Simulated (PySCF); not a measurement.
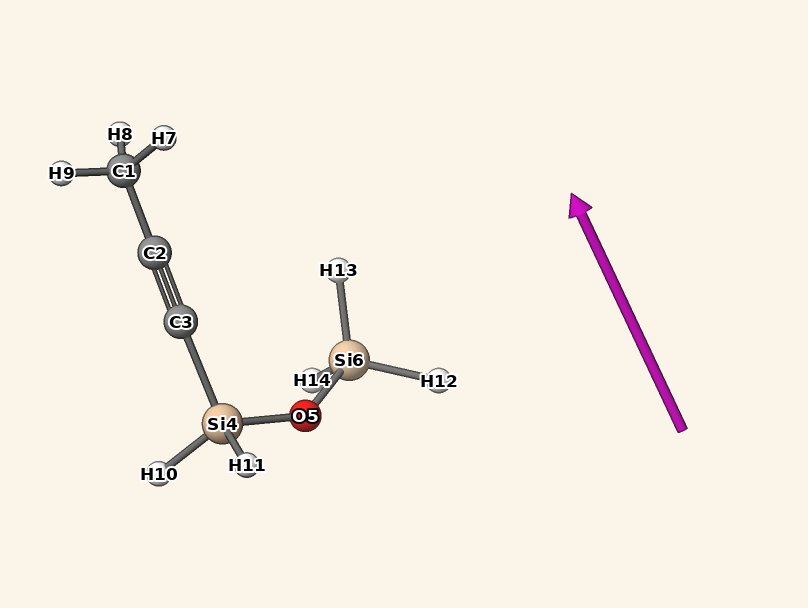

The arrow beside the molecule shows the direction of the dipole moment, from the negative to the positive end (its length means nothing). The geometry was computed by an optimisation with PBE0-D3(BJ)/def2-SVP. No frequency run is at hand to confirm it as a minimum. Properties computed with CAM-B3LYP/def2-SVPD in methanol (IEF-PCM) (PySCF 2.14.0).

### How large is the dipole moment?

2.75 D; it points from the side of H12 to the side of H8, H9 (the outermost atoms at the two ends).
